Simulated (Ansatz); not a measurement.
# SiH4O (SMILES [H][Si]([H])([H])O): CCSD(T)/STO-3G

Aim: the vertical singlet–triplet gap of SiH4O at CCSD(T)/STO-3G, from 2 runs. 

The calculation is run with Ansatz 0.2.0.

57 further runs of the same task are left out: 2 that didn't finish, 55 set aside as unsound or not needed.

**1. The molecule**

SiH4O: 6 atoms, total charge 0, spin state singlet. SMILES: `[H][Si]([H])([H])O`. The shape is that of a GFN2-xTB optimisation.

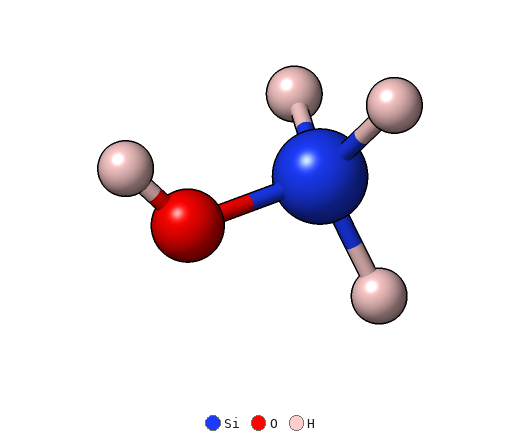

The structure, seen from a chosen angle (silicon blue, oxygen red, hydrogen pink).

**2. The energy at CCSD(T)/STO-3G**

job.yaml reads:

```yaml
crystal:
  periodic: [false, false, false]
  atoms:
    - {symbol: Si, position_ang: [-0.059940, -0.114970, -0.407910]}
    - {symbol: O, position_ang: [-0.059540, -0.091910, 1.217130]}
    - {symbol: H, position_ang: [0.327320, 0.620940, 1.717260]}
    - {symbol: H, position_ang: [1.313150, -0.112770, -0.916850]}
    - {symbol: H, position_ang: [-0.760380, 1.058380, -0.933190]}
    - {symbol: H, position_ang: [-0.760600, -1.359670, -0.676430]}
basis:
  gaussian: {orbitals: STO-3G}
correlation: {method: ccsd_t, frozen_orbitals: {H: 0, O: 1, Si: 5}}
accuracy: high
scf: {omitted_lower_state_checks: [cluster_reference, increment]}
```

On the command line:

```bash
$ ansatz run job.yaml --threads 1 --pin off --max-ram 2610MiB --events-out events.jsonl --progress --plain --runs-dir runs
```

The program printed, cut to the lines that bear on the results:

```text
Warning: RAYON_NUM_THREADS=1 ignored (pool sized by the plan → 1); use --threads N
Functional definition: HF
  name "HF"
[...]
314 factors; integrals over basis functions are off by at most 2.2e-8 eV
[...]
mean field -9844.02768294 eV, -361.7613448263 hartree, gradient 8.6e-9 eV, S^2 0.000000; 0 other end points of the search recorded, 0 dependent functions left out
6 core orbitals not correlated: weight in the atoms' cores, before any rotation towards them, 1.000 or more for the frozen orbitals, at most 0.000 for the correlated occupied ones
reference -9844.02768294 eV, -361.7613448263 hartree; 7, 7 occupied and 5, 5 virtual orbitals, 314 factors
second order -1.97014080 eV of doubles, -0.00000000 eV of singles
cycle   1  -2.43532044 eV  change   -4.7e-1 eV  update   5.9e-2
[...]
cycle  18  -2.68977399 eV  change  -8.0e-10 eV  update  6.2e-10
perturbative correction -0.03808913 eV, -0.0013997496 hartree
Total energy: -9846.75554606 eV, -361.8615919469 hartree
Checks for a lower state left out: cluster_reference, increment
```

Wall time 0.16 s (1 thread of Intel Xeon Platinum 8488C (Sapphire Rapids), shared host).

**3. The triplet**

Edit job.yaml of step 2 so:

```diff
@@ -10,5 +10,12 @@
 basis:
-  gaussian: {orbitals: STO-3G}
-correlation: {method: ccsd_t, frozen_orbitals: {H: 0, O: 1, Si: 5}}
+  gaussian:
+    orbitals: STO-3G
+magnetization:
+  spin_polarized: true
+  initial_magnetization: 2
+correlation:
+  method: ccsd_t
+  frozen_orbitals: {H: 0, O: 1, Si: 5}
 accuracy: high
-scf: {omitted_lower_state_checks: [cluster_reference, increment]}
+scf:
+  omitted_lower_state_checks: [cluster_reference, increment]
```

On the command line:

```bash
$ ansatz run job.yaml --threads 1 --pin off --max-ram 2610MiB --events-out events.jsonl --progress --plain --runs-dir runs
```

The program printed, cut to the lines that bear on the results:

```text
Warning: RAYON_NUM_THREADS=1 ignored (pool sized by the plan → 1); use --threads N
[... 2 set-up lines as earlier in the session ...]
[...]
314 factors; integrals over basis functions are off by at most 2.2e-8 eV
[...]
mean field -9834.84797163 eV, -361.4239966578 hartree, gradient 2.9e-8 eV, S^2 2.004195; 6 other end points of the search recorded, 0 dependent functions left out
6 core orbitals not correlated: weight in the atoms' cores, before any rotation towards them, 1.000 or more for the frozen orbitals, at most 0.000 for the correlated occupied ones
reference -9834.84797163 eV, -361.4239966578 hartree; 8, 6 occupied and 4, 6 virtual orbitals, 314 factors
second order -1.53354585 eV of doubles, -0.00000000 eV of singles
cycle   1  -2.01020504 eV  change   -4.8e-1 eV  update   5.9e-2
[...]
cycle  30  -2.31869870 eV  change   7.2e-11 eV  update   1.5e-9
perturbative correction -0.02326049 eV, -0.0008548074 hartree
Total energy: -9837.18993082 eV, -361.5100620709 hartree
Checks for a lower state left out: cluster_reference, increment
```

Wall time 0.36 s (1 thread of Intel Xeon Platinum 8488C (Sapphire Rapids), shared host).

**4. Results**

Level: CCSD(T)/STO-3G, 6 core orbitals frozen.

| quantity | value |
| --- | --- |
| singlet: total energy | -361.86159 Eh |
| singlet: correlation energy (6 core orbitals frozen) | -100.2 mEh |
| singlet: (T) correction | -1.40 mEh |
| singlet: T1 diagnostic | 0.008 |
| triplet: total energy | -361.51006 Eh |
| triplet: correlation energy (6 core orbitals frozen) | -86.1 mEh |
| triplet: (T) correction | -0.85 mEh |
| triplet: ⟨S²⟩ of the reference determinant | 2.004 |
| triplet: T1 diagnostic | 0.011 |
| vertical energy of the triplet above the singlet | 9.566 eV |

What this shows: At this shape the triplet lies 9.57 eV (923 kJ/mol) above the singlet. In a minimal basis such a difference can be off by several eV, whatever the method. The triples (singlet) make up 1.4 % of the correlation energy. The triples (triplet) make up 1.0 % of the correlation energy.
